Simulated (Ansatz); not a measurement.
# What AgSbSe3 (model cell, started as cubic perovskite with Sb in the octahedra) distorts into, part 2 of 3

Wanted: the energy along a soft mode of AgSbSe3 (model cell, started as cubic perovskite with Sb in the octahedra) and the structure at the end.

Ansatz 0.2.0; DFT PBEsol, scalar-relativistic, plane waves, PAW; PAW set soft_1.

So far, highest frequency on the path or at a solved wavevector (cm⁻¹): step 2 (response at finite wavevector) 208. Also lowest frequency on the path (cm⁻¹): step 2 -107.

The structure was built from a prototype and need not be the compound's stable phase.

### 4. The mode frozen in, largest atomic shift 0.6 Å

The atoms are moved along the unstable eigenvector, the largest shift by 0.6 Å, with the cell fixed.

input.yaml

```yaml
crystal:
  lattice:
    - [5.2222568262, 0.0, 0.0]
    - [0.0, 5.2222568262, 0.0]
    - [0.0, 0.0, 10.4445136524]
  atoms:
    - { symbol: Ag, position: [0.0, 0.0, 0.5] }
    - { symbol: Ag, position: [0.0, 0.0, 0.0] }
    - { symbol: Sb, position: [0.5, 0.5, 0.2340195483] }
    - { symbol: Sb, position: [0.5, 0.5, 0.7659804517] }
    - { symbol: Se, position: [0.5, 0.5, 0.0] }
    - { symbol: Se, position: [0.5, 0.5, 0.5] }
    - { symbol: Se, position: [0.5, 0.0, 0.3074464279] }
    - { symbol: Se, position: [0.5, 0.0, 0.6925535721] }
    - { symbol: Se, position: [0.0, 0.5, 0.3074464279] }
    - { symbol: Se, position: [0.0, 0.5, 0.6925535721] }
kpoints:
  mp_grid: { grid: [8, 8, 4] }
hamiltonian:
  xc: pbesol
  pseudopotentials: { kind: paw, azcp: { folder: soft_1 }, xc_functional: pbe }
scf:
  occupations: { method: methfessel_paxton, width: 0.2 }
output:
  forces: true
  stress: true
  eigenvalues: true
```

Launch:

```console
$ ansatz run input.yaml --threads 4 --pin off --max-ram 16384MiB --backend cpu --events-out ev --progress --plain --runs-dir out
```

Numbers of over 12 decimals in the logs are rounded to 6 here.

The log of the run:

```text
[...]
Crystal: 10 atoms, lattice volume = 284.842 Å³
Basis set: ecut = 420 eV, 5563 PW (Γ), exchange–correlation on 72×72×144 points (8 copies of the dense FFT grid, shifted against one another)
Bands: 99, of which v1, the nominal top of the filled ones, is band 82 counted from 1 (81 counted from 0)
Symmetry: 16 space group operations
[...]
k-points: 45 of 256
[...]
k-point 0: bands = [... 78 lower, 6.2419, 6.2419, 6.3183, 6.7527, 6.7527, 6.8443, 7.9339, 8.0387, ... 13 higher]
  k-point 1: bands = [... 78 lower, 6.1891, 6.1891, 6.3072, 6.6638, 6.7424, 6.7424, 7.4925, 9.0807, ... 13 higher]
  k-point 2: bands = [... 78 lower, 6.1980, 6.1980, 6.2329, 6.2957, 6.7309, 6.7309, 7.9985, 8.7614, ... 13 higher]
  k-point 44: bands = [... 78 lower, 6.3087, 6.3087, 7.2968, 7.4743, 7.5735, 7.6004, 8.7770, 8.8325, ... 13 higher]
[key lines of the parts left out:]
SCF converged after 9 iterations
Free energy (F): -60401.343734 eV
Fermi energy:    7.040831 eV
P = ⅓ Tr σ = -0.9603 GPa (-9.603 kbar)
```

The job ended after 22 s (4 threads of Arm Neoverse V1, shared host; peak memory 1.4 GiB; 88 s of CPU time).

This step gave:

```
pressure                         : -0.9603 GPa
energy from the undistorted cell : -101.2 meV/atom
```

The energy, extrapolated to zero smearing, is -101.16 meV/atom against the undistorted cell.

The run ends at a pressure of -0.96 GPa, with forces up to 1.7 eV/Å.

### 5. Energy along the mode, all amplitudes (two of the runs are shown above)

An imaginary frequency means negative curvature, so the energy should fall and then rise again as anharmonic terms take over.

Numbers from this step:

| Item | Value |
| --- | --- |
| depth at the lowest point sampled | 101.2 meV/atom |
| largest atomic shift at that point | 0.6 Å |

Table of energy from the parent by largest atomic shift:

```csv
largest atomic shift (Å),energy from the parent (meV/atom)
0.000,0
0.040,-1.10
0.080,-4.27
0.140,-12.2
0.220,-26.9
0.320,-48.9
0.450,-78.0
0.600,-101
```

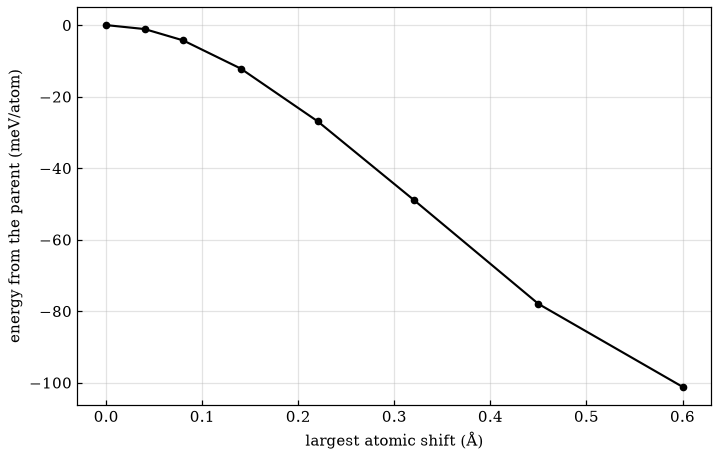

Energy from the parent, plotted against largest atomic shift.

Displacement at unit largest shift by atom:

```csv
atom,x (Å),y (Å),z (Å),size
Ag1,0.00,0.00,0.00,0.00
Ag2,0.00,0.00,0.00,0.00
Sb3,0.00,0.00,-0.28,0.28
Sb4,0.00,0.00,0.28,0.28
Se5,0.00,0.00,0.00,0.00
Se6,0.00,0.00,0.00,0.00
Se7,0.00,0.00,1.00,1.00
Se8,0.00,0.00,-1.00,1.00
Se9,0.00,0.00,1.00,1.00
Se10,0.00,0.00,-1.00,1.00
```

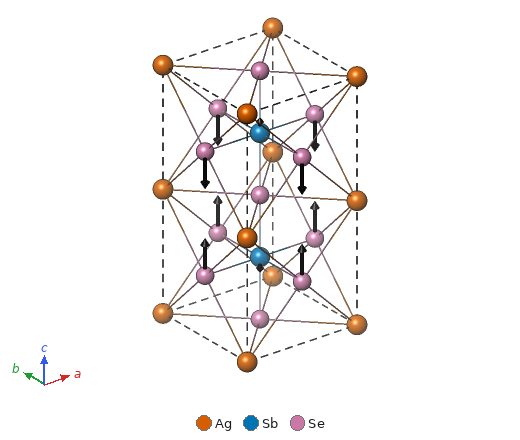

Displacement at unit largest shift as arrows, the longest 1 Å. Some periodic images of atoms are drawn too.

The lowest of the steps tried is the last one, at 0.6 Å, 101 meV/atom below the parent; the bottom of the well need not coincide with a step.

### 6. Relaxation from the frozen mode

Starting from the lowest point found, all atoms and the cell are let go, so that strain and other modes of the same symmetry can join in.

Changes to input.yaml since step 4:

```diff
@@ -27 +27,6 @@
   eigenvalues: true
+relax:
+  adjacent_minimum: "off"
+  f_tol: 0.002
+  max_steps: 120
+  cell: { stress_tol: 0.03 }
```

The log of the run:

```text
[...]
Crystal: 10 atoms, lattice volume = 284.842 Å³
Basis set: ecut = 420 eV, 5563 PW (Γ), exchange–correlation on 72×72×144 points (8 copies of the dense FFT grid, shifted against one another)
Bands: 99, of which v1, the nominal top of the filled ones, is band 82 counted from 1 (81 counted from 0)
Symmetry: 16 space group operations
[...]
k-points: 45 of 256
[...]
SCF iter   1: F=—  HF=-60404.011034 eV  |F-HF|=—  |Δ(HF+E_count)|=         —  Δρ=4.45e-2  dr2=2.00e1  ethr=3.10e-3  ⟨swp⟩=6.7  Hψ=17282  notcnv=0  defer=1
[...]
SCF iter   9: F=-60401.343734 eV  HF=-60401.343734 eV  |F-HF|=4.46e-8  |Δ(HF+E_count)|=   5.99e-7  S|Δr|=    0.00e0  Δρ=4.95e-6  dr2=7.98e-8  ethr=6.10e-11  ⟨swp⟩=12.6  Hψ=26213  notcnv=0
SCF 1 converged in 9 iterations: F = -60401.343734 eV  dr2 = 7.98e-8
[...]
relax step   1: F+E_penalty+E_count = -60401.34373404 eV  Δ(F+E_penalty+E_count) = +0.000e0 eV  max|allowed force component| = 1.740e0 eV/Å  Δτ_max = 0.0000 Å  P = -0.960 GPa  Ω = 284.842 Å³  (9 SCF iters, dr2 threshold 1.00e-7 eV, accepted)
Crystal: 10 atoms, lattice volume = 273.049 Å³
Basis set: ecut = 420 eV, 5335 PW (Γ), exchange–correlation on 72×72×144 points (8 copies of the dense FFT grid, shifted against one another)
[...]
SCF iter   8: F=-60402.075050 eV  HF=-60402.075050 eV  |F-HF|=1.10e-7  |Δ(HF+E_count)|=   5.00e-7  S|Δr|=    0.00e0  Δρ=6.25e-6  dr2=1.48e-7  ethr=6.10e-10  ⟨swp⟩=10.8  Hψ=21881  notcnv=0
SCF 2 converged in 8 iterations: F = -60402.075050 eV  dr2 = 1.48e-7
relax step   2: F+E_penalty+E_count = -60402.07505004 eV  Δ(F+E_penalty+E_count) = -7.313e-1 eV  max|allowed force component| = 6.050e-1 eV/Å  Δτ_max = 0.1950 Å  P = +0.569 GPa  Ω = 273.049 Å³  energy of the carried Pulay correction = +1.506e-3 eV  (8 SCF iters, dr2 threshold 1.00e-6 eV, accepted)
Crystal: 10 atoms, lattice volume = 266.167 Å³
Basis set: ecut = 420 eV, 5185 PW (Γ), exchange–correlation on 72×72×144 points (8 copies of the dense FFT grid, shifted against one another)
[...]
SCF iter   9: F=-60402.452829 eV  HF=-60402.452829 eV  |F-HF|=8.63e-8  |Δ(HF+E_count)|=   4.13e-7  S|Δr|=    0.00e0  Δρ=4.99e-6  dr2=5.88e-8  ethr=6.10e-10  ⟨swp⟩=11.7  Hψ=25330  notcnv=0
SCF 3 converged in 9 iterations: F = -60402.452829 eV  dr2 = 5.88e-8
relax step   3: F+E_penalty+E_count = -60402.45282926 eV  Δ(F+E_penalty+E_count) = -3.778e-1 eV  max|allowed force component| = 5.085e-1 eV/Å  Δτ_max = 0.1950 Å  P = +1.411 GPa  Ω = 266.167 Å³  energy of the carried Pulay correction = +2.414e-3 eV  (9 SCF iters, dr2 threshold 1.00e-6 eV, accepted)
[... from here on, the SCF cycles and remarks between the steps are left out ...]
relax step   4: F+E_penalty+E_count = -60402.74154942 eV  Δ(F+E_penalty+E_count) = -2.887e-1 eV  max|allowed force component| = 1.223e-1 eV/Å  Δτ_max = 0.0723 Å  P = +0.428 GPa  Ω = 267.441 Å³  energy of the carried Pulay correction = +2.245e-3 eV  (8 SCF iters, dr2 threshold 1.00e-6 eV, accepted)
relax step   5: F+E_penalty+E_count = -60402.81139190 eV  Δ(F+E_penalty+E_count) = -6.984e-2 eV  max|allowed force component| = 4.868e-2 eV/Å  Δτ_max = 0.0515 Å  P = +0.124 GPa  Ω = 266.663 Å³  energy of the carried Pulay correction = +2.348e-3 eV  (7 SCF iters, dr2 threshold 1.00e-6 eV, accepted)
relax step   6: F+E_penalty+E_count = -60402.81288963 eV  Δ(F+E_penalty+E_count) = -1.498e-3 eV  max|allowed force component| = 7.247e-2 eV/Å  Δτ_max = 0.0183 Å  P = -0.067 GPa  Ω = 268.225 Å³  energy of the carried Pulay correction = +2.140e-3 eV  (8 SCF iters, dr2 threshold 1.48e-7 eV, accepted)
relax step   7: F+E_penalty+E_count = -60402.81384276 eV  Δ(F+E_penalty+E_count) = -9.531e-4 eV  max|allowed force component| = 5.180e-3 eV/Å  Δτ_max = 0.0089 Å  P = -0.021 GPa  Ω = 267.663 Å³  energy of the carried Pulay correction = +2.215e-3 eV  (5 SCF iters, dr2 threshold 3.28e-7 eV, accepted)
relax step   8: F+E_penalty+E_count = -60402.81386966 eV  Δ(F+E_penalty+E_count) = -2.690e-5 eV  max|allowed force component| = 1.548e-3 eV/Å  Δτ_max = 0.0006 Å  P = +0.011 GPa  Ω = 267.528 Å³  energy of the carried Pulay correction = +2.233e-3 eV  (5 SCF iters, dr2 threshold 1.68e-9 eV, accepted)
relax step   9: F+E_penalty+E_count = -60402.81529707 eV  Δ(F+E_penalty+E_count) = -1.427e-3 eV  max|allowed force component| = 2.857e-3 eV/Å  Δτ_max = 0.0000 Å  P = +0.035 GPa  Ω = 267.528 Å³  stress off target by 9.48e-2 GPa  SCF on the basis re-selected at this cell (its energy is not comparable with the rows above)  (10 SCF iters)
relax step  10: F+E_penalty+E_count = -60402.81539559 eV  Δ(F+E_penalty+E_count) = -9.852e-5 eV  max|allowed force component| = 8.350e-4 eV/Å  Δτ_max = 0.0009 Å  P = -0.007 GPa  Ω = 267.704 Å³  energy of the carried Pulay correction = -2.327e-5 eV  (5 SCF iters, dr2 threshold 2.25e-8 eV, accepted)
[...]
SCF iter   7: F=-60402.815423 eV  HF=-60402.815423 eV  |F-HF|=7.28e-12  |Δ(HF+E_count)|=  1.46e-11  S|Δr|=    0.00e0  Δρ=1.69e-8  dr2=2.11e-12  ethr=1.00e-12  ⟨swp⟩=4.9  Hψ=16771  notcnv=0
SCF 11 converged in 7 iterations: F = -60402.815423 eV  dr2 = 2.11e-12
relax step  11: F+E_penalty+E_count = -60402.81542277 eV  Δ(F+E_penalty+E_count) = -2.718e-5 eV  max|allowed force component| = 8.257e-4 eV/Å  Δτ_max = 0.0000 Å  P = -0.007 GPa  Ω = 267.704 Å³  stress off target by 1.52e-2 GPa  SCF on the basis re-selected at this cell (its energy is not comparable with the rows above)  (7 SCF iters)
[...]
SCF converged after 7 iterations
[...]
Free energy (F): -60402.815423 eV
[...]
Internal energy: -60402.813848 eV  (E = F + TS)
E sigma→0 (E₀):  -60402.815029 eV
Entropy (-TS):   -0.001574 eV (-0.157 meV/atom)
Fermi energy:    8.321337 eV
[...]
--- Forces (eV/Å), atoms counted from 1 ---
  atom   1  Ag    -0.00000000     0.00000000     0.00000000
  atom   2  Ag     0.00000000     0.00000000     0.00000000
  atom   3  Sb     0.00000000     0.00000000     0.00082570
  atom   4  Sb    -0.00000000     0.00000000    -0.00082570
  atom   5  Se     0.00000000     0.00000000     0.00000000
  atom   6  Se    -0.00000000     0.00000000     0.00000000
  atom   7  Se    -0.00000000     0.00000000    -0.00004682
  atom   8  Se     0.00000000     0.00000000     0.00004682
  atom   9  Se    -0.00000000     0.00000000    -0.00004682
  atom  10  Se     0.00000000     0.00000000     0.00004682
  max |Σ_I F_I| component: 1.06e-17 eV/Å
--- Stress (GPa, compression-positive) ---
       -0.015239       0.000000      -0.000000
        0.000000      -0.015239      -0.000000
       -0.000000      -0.000000       0.010846
  P = ⅓ Tr σ = -0.0065 GPa (-0.065 kbar)
--- Band table (eV; the first three rows and the last of 45) ---
  k-point 0: bands = [... 78 lower, 7.2232, 7.2232, 7.2560, 7.2944, 8.2582, 8.2582, 8.5820, 9.2867, ... 13 higher]
  k-point 1: bands = [... 78 lower, 7.1684, 7.1684, 7.2562, 7.4193, 8.1083, 8.2631, 8.2631, 9.6063, ... 13 higher]
  k-point 2: bands = [... 78 lower, 7.1367, 7.1367, 7.2564, 7.5531, 7.7470, 8.2667, 8.2667, 9.4615, ... 13 higher]
  k-point 44: bands = [... 78 lower, 7.5737, 7.8470, 8.2218, 8.4231, 8.8635, 8.9524, 9.2236, 9.9442, ... 13 higher]
--- Relaxed structure (9 steps of the walk, 9 accepted, 2 SCFs on fresh bases) ---
  F+E_penalty+E_count = -60402.81542277 eV   max|allowed force component| = 8.257e-4 eV/Å   (the final SCF, on the basis selected at the relaxed cell)
  cell:  # Å, volume = 267.7043 Å³
    - [4.762463, 0, 0.0]
    - [0, 4.762463, 0.0]
    - [0.0, 0.0, 11.802988]
  atoms:
    - { symbol: Ag, position: [0, 0, 0.5] }
    - { symbol: Ag, position: [0, 0, 2.3252522302074544e-19] }
    - { symbol: Sb, position: [0.500000, 0.500000, 0.235762] }
    - { symbol: Sb, position: [0.500000, 0.500000, 0.764238] }
    - { symbol: Se, position: [0.500000, 0.500000, 2.3252522302074544e-19] }
    - { symbol: Se, position: [0.500000, 0.500000, 0.5] }
    - { symbol: Se, position: [0.500000, 0, 0.351209] }
    - { symbol: Se, position: [0.500000, 0, 0.648791] }
    - { symbol: Se, position: [0, 0.500000, 0.351209] }
    - { symbol: Se, position: [0, 0.500000, 0.648791] }
```

It took 4.7 min on 4 threads; peak memory 1.4 GiB; 18 min of CPU time.

Relaxation path:

```
step  energy less that of the first step (eV)  largest force component (eV/Å)  pressure (GPa)  volume (Å³)
   1                                   0.0000                          1.7397           -0.96       284.84
   2                                  -0.7313                          0.6050            0.57       273.05
   3                                  -1.1091                          0.5085            1.41       266.17
   4                                  -1.3978                          0.1223            0.43       267.44
   5                                  -1.4677                          0.0487            0.12       266.66
   6                                  -1.4692                          0.0725           -0.07       268.23
   7                                  -1.4701                          0.0052           -0.02       267.66
   8                                  -1.4701                          0.0015            0.01       267.53
  9*                                  -1.4716                          0.0029            0.03       267.53
  10                                  -1.4717                          0.0008           -0.01       267.70
 11*                                  -1.4717                          0.0008           -0.01       267.70
```

Relaxation steps marked * repeat the geometry before them on a plane-wave basis chosen anew for their cell, so energy and pressure can jump there.

Forces are held to the 16 operations that the run works with; a distortion that breaks them can't arise in this run.

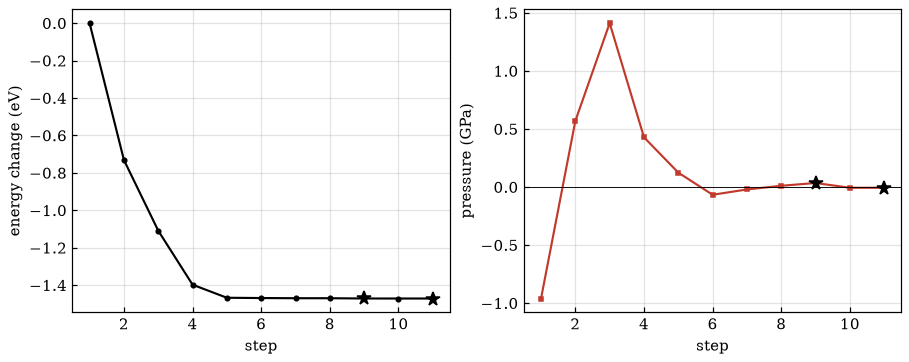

Energy and pressure along the relaxation. Stars mark steps on a basis chosen anew.

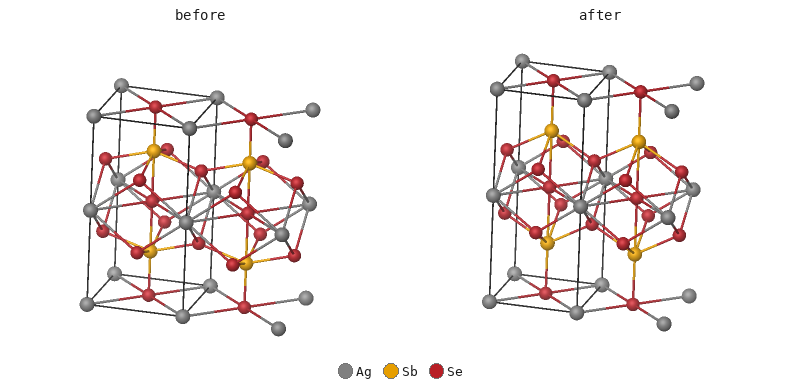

Before and after, at one scale.

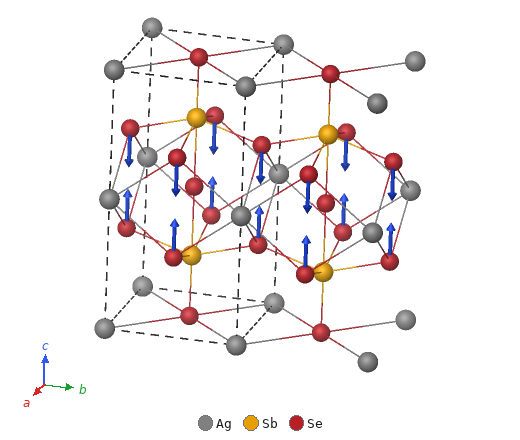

Displacements in the relaxation, exaggerated, measured against the changing cell; the longest in the cell stands for 0.52 Å. 1×2×1 cells are drawn. Some periodic images of atoms are drawn too.

```csv
cell as run,before,after,change
a (Å),5.222,4.762,-8.8 %
b (Å),5.222,4.762,-8.8 %
c (Å),10.445,11.803,+13.0 %
volume (Å³/atom),28.48,26.77,-6.0 %
```

The atoms that moved most (Å, as changes of fractional coordinates times the final cell):

| atom | dx | dy | dz | length |
| --- | --- | --- | --- | --- |
| Se7 | 0.000 | 0.000 | 0.517 | 0.517 |
| Se8 | 0.000 | 0.000 | -0.517 | 0.517 |
| Se10 | 0.000 | 0.000 | -0.517 | 0.517 |
| Se9 | 0.000 | 0.000 | 0.517 | 0.517 |
| Sb4 | 0.000 | 0.000 | -0.021 | 0.021 |
| Sb3 | 0.000 | 0.000 | 0.021 | 0.021 |

The relaxed structure:

```cif
data_structure
_symmetry_space_group_name_H-M 'P 1'
_symmetry_Int_Tables_number 1
_cell_length_a 4.7625
_cell_length_b 4.7625
_cell_length_c 11.8030
_cell_angle_alpha 90.000
_cell_angle_beta 90.000
_cell_angle_gamma 90.000
_cell_volume 267.70
loop_
_atom_site_label
_atom_site_type_symbol
_atom_site_fract_x
_atom_site_fract_y
_atom_site_fract_z
_atom_site_occupancy
Ag1 Ag 0.00000 0.00000 0.50000 1
Ag2 Ag 0.00000 0.00000 0.00000 1
Sb3 Sb 0.50000 0.50000 0.23576 1
Sb4 Sb 0.50000 0.50000 0.76424 1
Se5 Se 0.50000 0.50000 0.00000 1
Se6 Se 0.50000 0.50000 0.50000 1
Se7 Se 0.50000 0.00000 0.35121 1
Se8 Se 0.50000 0.00000 0.64879 1
Se9 Se 0.00000 0.50000 0.35121 1
Se10 Se 0.00000 0.50000 0.64879 1
```

Numbers from this step:

- pressure: -0.006544 GPa
- volume per atom: 26.77 Å³

The distorted start has space group P4/mmm; the relaxation ends in P4/mmm.

### 7. The new phase in its own primitive cell

The relaxed structure is symmetrised, reduced to its primitive cell and relaxed tightly, as its phonons need.

input.yaml, the sections that differ from step 6:

```yaml
crystal:
  lattice:
    - [4.7624634783, 0.0, 0.0]
    - [0.0, 4.7624634783, 0.0]
    - [0.0, 0.0, 11.8029877531]
  atoms:
    - { symbol: Ag, position: [0.0, 0.0, 0.5] }
    - { symbol: Ag, position: [0.0, 0.0, 0.0] }
    - { symbol: Sb, position: [0.5, 0.5, 0.2357622932] }
    - { symbol: Sb, position: [0.5, 0.5, 0.7642377068] }
    - { symbol: Se, position: [0.5, 0.5, 0.0] }
    - { symbol: Se, position: [0.5, 0.5, 0.5] }
    - { symbol: Se, position: [0.5, 0.0, 0.3512094792] }
    - { symbol: Se, position: [0.5, 0.0, 0.6487905208] }
    - { symbol: Se, position: [0.0, 0.5, 0.3512094792] }
    - { symbol: Se, position: [0.0, 0.5, 0.6487905208] }
relax:
  adjacent_minimum: "off"
  f_tol: 0.001
  max_steps: 60
  cell: { stress_tol: 0.01 }
# kpoints, hamiltonian, scf, output: as in step 6
```

The log of the run:

```text
[...]
Crystal: 10 atoms, lattice volume = 267.704 Å³
Basis set: ecut = 420 eV, 5191 PW (Γ), exchange–correlation on 64×64×160 points (8 copies of the dense FFT grid, shifted against one another)
Bands: 99, of which v1, the nominal top of the filled ones, is band 82 counted from 1 (81 counted from 0)
Symmetry: 16 space group operations
[...]
k-points: 45 of 256
[...]
atoms:
    - { symbol: Ag, position: [0, 0, 0.5] }
    - { symbol: Ag, position: [0, 0, 0] }
    - { symbol: Sb, position: [0.5, 0.5, 0.235739] }
    - { symbol: Sb, position: [0.5, 0.5, 0.764261] }
    - { symbol: Se, position: [0.5, 0.5, 0] }
    - { symbol: Se, position: [0.5, 0.5, 0.5] }
    - { symbol: Se, position: [0.5, 0, 0.351204] }
    - { symbol: Se, position: [0.5, 0, 0.648796] }
    - { symbol: Se, position: [0, 0.5, 0.351204] }
    - { symbol: Se, position: [0, 0.5, 0.648796] }
[key lines of the parts left out:]
SCF converged after 6 iterations
Free energy (F): -60402.815428 eV
Fermi energy:    8.324629 eV
P = ⅓ Tr σ = 0.0022 GPa (0.022 kbar)
```

Wall time 72 s (4 threads); peak memory 1.4 GiB; 4.7 min of CPU time.

Little changed from the start: no atom moved by 0.005 Å and no cell edge by 0.1 %.

This step gave:

```
pressure : 0.002214 GPa
```

The largest force component left is 0.99 meV/Å and the pressure is 0.002 GPa, within the tolerances set. The cell now holds 26.77 Å³/atom.

(Continued in part 3 of 3.)

[Logs are printed without paths, hosts, clocks, repeated set-up lines and the standing remarks that a program may print on its own settings, such as how far it seeks lower states.]

[Hosts, paths, dates, database ids (printed as entryN), source tags and the programs' standing remarks are cut or masked in the printed files.]
